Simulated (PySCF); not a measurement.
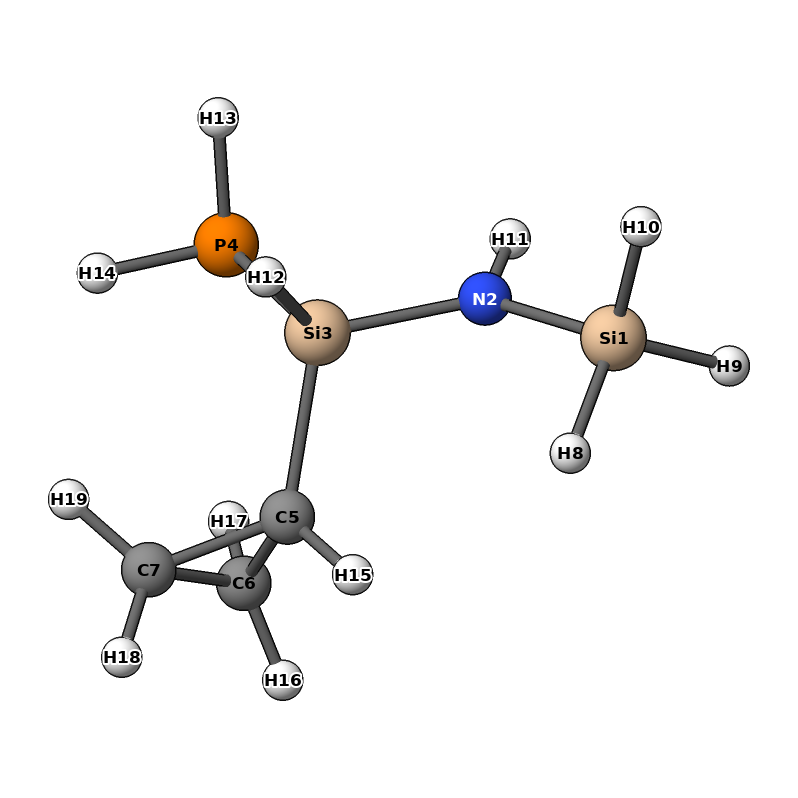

The questions are on isotropic NMR shieldings of the H atoms. Computed geometry: GFN2-xTB optimisation. No frequency run is at hand to confirm it as a minimum. Properties computed with GIAO PBE0/pcSseg-1 NMR shielding, non-relativistic, gas phase (PySCF 2.14.0).

> Which H atom is the most shielded (lowest chemical shift)?

H11 (32.15 ppm).

> Which H atom is the least shielded (highest chemical shift)?

H12 (26.00 ppm).

> How wide is the range of H shifts?

6.15 ppm.

Give the isotropic NMR shieldings of the H atoms atom by atom.

```csv
atom,σ (ppm)
H8,26.96
H9,26.91
H10,26.85
H11,32.15
H12,26.00
H13,30.93
H14,31.23
H15,31.46
H16,31.05
H17,31.36
H18,31.15
H19,31.84
```

The geometry is semi-empirical. Around P, Si such bond lengths and angles can be off by a tenth of an ångström or more and by several degrees, and values that hang on the shape move with them.
